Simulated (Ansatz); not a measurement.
System: fluorite CoSi₂. Method: PBE-D4 in Ansatz (plane waves, PAW).

Run with plane-wave cutoff 520 eV, 18×18×18 k mesh, Fermi–Dirac smearing 0.05 eV, no spin polarisation, scalar-relativistic PAW data made under PBE.

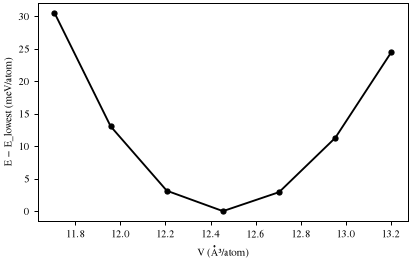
Figure: Total energy against volume

**Question.** From the curve, estimate the equilibrium volume and the bulk modulus.

**Answer.** V0 ≈ 12.5 Å³/atom and B0 ≈ 190 GPa; the fit gives V0 = 12.455 Å³/atom, B0 = 195 GPa, B′ = 4.5.

Measured, for comparison: equilibrium volume per atom 12.87 Å³/atom (room temperature, no zero-point or thermal correction; as tabulated in Hegde and Bowen (2014), arXiv:1405.1317). Computed (rounded) less measured: equilibrium volume per atom -3.2 %.

Computed values are for the static lattice.

Ansatz is an electronic-structure program.
